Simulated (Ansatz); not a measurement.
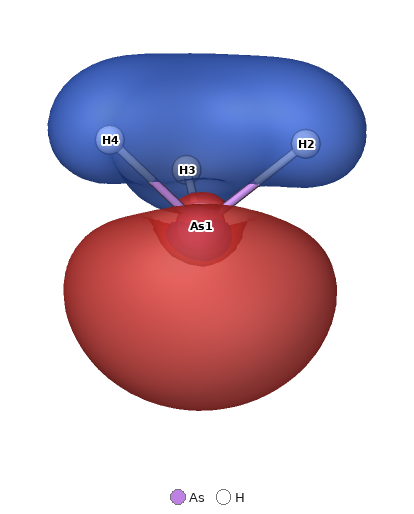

Figure 1: AsH₃ (SMILES [AsH3]). The HOMO at ±0.1 Å⁻³ᐟ² (red and blue are the two phases), seen from one side.

Method: RKS PBE0-D4/def2-SVP (Ansatz).

Describe this orbital and give its energy.

Its weight (Hirshfeld) is mainly on As1 (about 80 %), H2 (about 5 %), H3 (about 5 %) and H4 (about 5 %); largely a lone pair of As1. Its energy is −7.76 eV.
